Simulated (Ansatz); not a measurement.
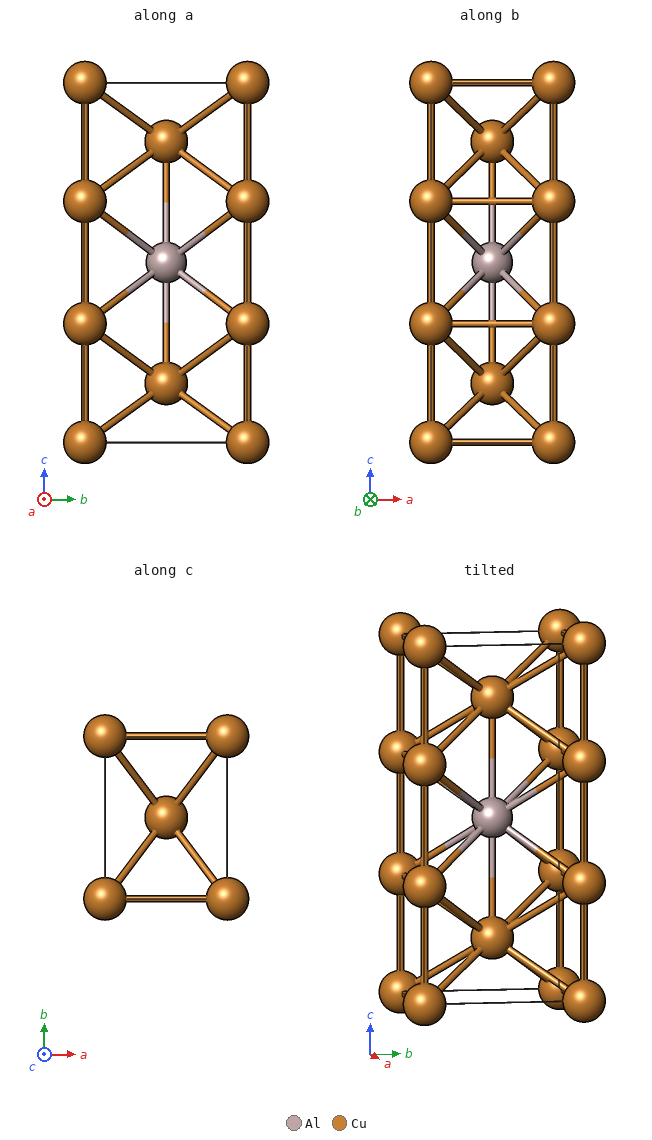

Figure: ball-and-stick view along the a axis, along the b axis, along the c axis and slightly off an axis. The frame is the conventional unit cell; atoms at its boundary are shown with their periodic copies.

Lattice parameters: a = 2.671 Å, b = 3.551 Å, c = 7.849 Å, α = 90.00°, β = 90.00°, γ = 90.00°. Put a along x and b in the xy plane.

Write the structure as a POSCAR file, with free fractional coordinates to two decimals.

Answer.
```
Al Cu
1.0
     2.671    0.000    0.000
     0.000    3.551    0.000
     0.000    0.000    7.849
Al Cu
1 5
Direct
  0.50 0.50 0.50
  0.50 0.50 0.84
  0.00 0.00 0.67
  0.00 0.00 0.33
  0.50 0.50 0.16
  0.00 0.00 0.00
```

The model was built from a structure type filled with these elements by a generator (whether the compound takes this form wasn't checked). The picture shows the end point of a geometry optimisation with DFT PBE, scalar-relativistic, plane waves, PAW (Ansatz).
